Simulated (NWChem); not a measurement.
**GeHF (SMILES [F][GeH]) at M06-2X/6-31G(d) (spherical functions)**

Aim: the vertical ionisation energy of GeHF at M06-2X/6-31G* (spherical functions), from 2 runs. 

The results are computed with NWChem 7.3.0.

### 1 The system as given

The species is GeHF (3 atoms), meant as a singlet with charge 0. SMILES: `[F][GeH]`. Geometry: relaxed at PBE0-D4/def2-TZVP.

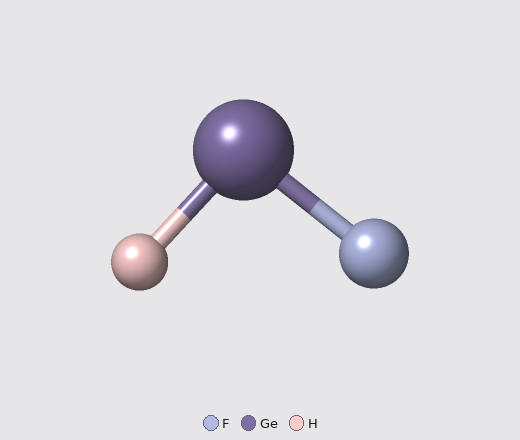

Viewed from a chosen angle; fluorine light blue, germanium purple, hydrogen pink.

### 2 The energy at M06-2X/6-31G(d) (spherical functions)

Contents of fgeh.nw:

```
start fgeh
memory total 2200 mb

geometry units angstrom noautosym nocenter noautoz
  F     0.672100    1.012600    0.469700
  Ge   -0.657900    0.195200   -0.335600
  H    -0.025200   -1.272700   -0.147400
end

basis spherical bse
  * library 6-31G*
end

dft
  xc m06-2x
  grid fine
  convergence energy 1e-08
  maxiter 100
  mulliken
  noprint "final vectors analysis"
end

task dft energy
```

On the command line:

```bash
$ nwchem fgeh.nw > fgeh.out
```

Log:

```text
[...]
          Wavefunction type:  closed shell.
          No. of atoms     :     3
          No. of electrons :    42
[...]
          Charge           :     0
          Spin multiplicity:     1
[...]
          AO basis - number of functions:    48
[...]
              XC Information
              --------------
                       M06-2X Method XC Functional
                     Hartree-Fock (Exact) Exchange  0.540
                        M06-2X Exchange Functional  1.000
                      M06-2X Correlation Potential  1.000
[...]
 d= 0,ls=0.0,diis     1  -2177.0577134657 -2.28D+03  1.90D-02  4.68D-01     0.7
[...]
 d= 0,ls=0.0,diis     9  -2177.1120472709 -1.47D-09  1.16D-06  4.36D-09     4.3
         Total DFT energy =    -2177.112047270865
      One electron energy =    -3232.180493922684
           Coulomb energy =     1045.753444348353
    Exchange-Corr. energy =      -89.897645240198
 Nuclear repulsion energy =       99.212647543663
[...]
      Total Density - Mulliken Population Analysis
     ---------------------------------------------
    Atom       Charge   Shell Charges
 -----------   ------   -------------------------------------------------------
    1 F    9     9.47   2.00  0.92  3.27  1.05  2.22  0.01
    2 Ge  32    31.45   2.00  2.00  6.00  2.00  5.99  1.46  1.27  0.36  0.24  6.91  2.93  0.30
    3 H    1     1.08   0.49  0.59
[...]
```

It took 4.8 s on 1 thread of Intel Xeon 6975P-C (Granite Rapids), shared host; peak memory 0.11 GiB.

### 3 The doublet cation

Contents of work.nw:

```
start work
memory stack 880 mb heap 220 mb global 1100 mb
charge 1

geometry units angstroms noautosym nocenter noautoz
 F     0.672100    1.012600    0.469700
 Ge   -0.657900    0.195200   -0.335600
 H    -0.025200   -1.272700   -0.147400
end

basis spherical bse
 * library 6-31G*
end

dft
 xc m06-2x
 mult 2
 grid fine
 convergence energy 1e-08
 maxiter 100
 mulliken
 print low
end

task dft energy
```

On the command line:

```bash
$ nwchem work.nw > work.out
```

Log:

```text
[...]
 d= 0,ls=0.0,diis     1  -2176.3591780829 -2.28D+03  1.88D-02  2.11D+00     0.9
[...]
 d= 0,ls=0.0,diis    12  -2176.7596275483 -4.86D-09  1.07D-06  5.60D-10     7.5
[...]
         Total DFT energy =    -2176.759627548350
      One electron energy =    -3218.835724726503
           Coulomb energy =     1032.441493928409
    Exchange-Corr. energy =      -89.578044293919
 Nuclear repulsion energy =       99.212647543663
[...]
      Total Density - Mulliken Population Analysis
     ---------------------------------------------
    Atom       Charge   Shell Charges
 -----------   ------   -------------------------------------------------------
    1 F    9     9.33   2.00  0.94  3.24  1.04  2.10  0.01
    2 Ge  32    30.87   2.00  2.00  6.00  2.00  5.99  1.47  1.11  0.12  0.05  6.92  2.92  0.29
    3 H    1     0.80   0.43  0.38
[...]
      <S2> =      0.7628 (Exact =     0.7500)
[...]
```

Run time: 8.1 s. Hardware: 1 thread of Intel Xeon 6975P-C (Granite Rapids), shared host; peak memory 0.11 GiB.

### 4 Outcome

Level: M06-2X/6-31G* (spherical functions).

| quantity | value |
| --- | --- |
| singlet GeHF: total energy | -2177.11205 Eh |
| singlet GeHF: dipole moment | 1.74 D |
| doublet cation: total energy | -2176.75963 Eh |
| doublet cation: ⟨S²⟩ | 0.763 |
| vertical ionisation energy (to the doublet cation) | 9.590 eV |

In words: The vertical ionisation energy comes to 9.59 eV (925 kJ/mol). Mulliken charges (doublet cation) run from -0.33 on F1 to +1.13 on Ge2; they depend strongly on the basis.
